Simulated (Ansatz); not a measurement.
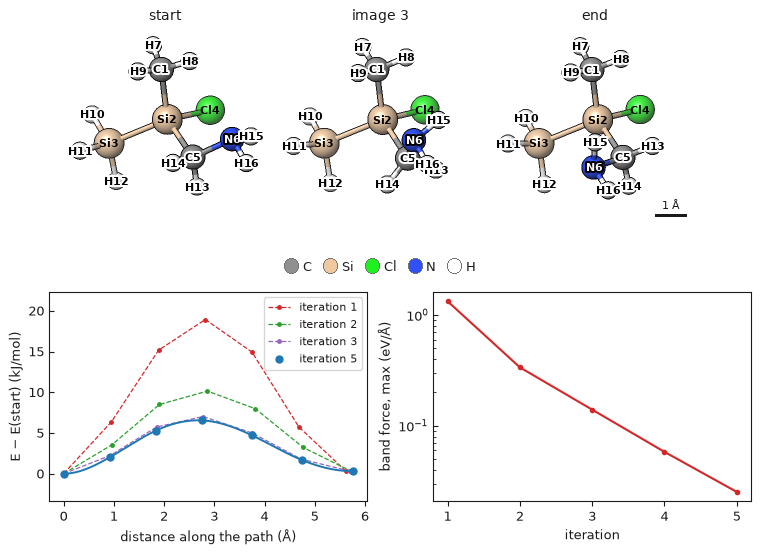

NEB run on C2H10ClNSi2. Images are numbered from 0 (start) to 6 (end). The plot follows the band through its iterations. The picture is a ball-and-stick view, seen at a tilt.

Method: RKS B3LYP/STO-3G (Ansatz). Set-up: 5 movable images; climbing image; force threshold 0.03 eV/Å; iteration limit 60; starting path by image-dependent pair potential.

Q: How did the profile develop, and is the result final?

A: The result is final at these settings. The band converged in 5 iterations. The largest component of the band force went from 1.3 to 0.025 eV/Å. The climbing image converged on the top of the path. Its vibrational analysis gives one imaginary mode (60i cm⁻¹), as a transition state must have. The first iteration put the highest image at 18.9 kJ/mol. The highest point, image 3, lies 6.5 kJ/mol above the start and 6.2 kJ/mol above the end; the end is at +0.3 kJ/mol relative to the start.

Limits of the set-up: STO-3G is a minimal basis, so the numbers are rough.

The run took 110 s on 1 thread of Intel(R) Xeon(R) Platinum 8488C (Sapphire Rapids), on a shared host, peak memory 0.17 GiB.
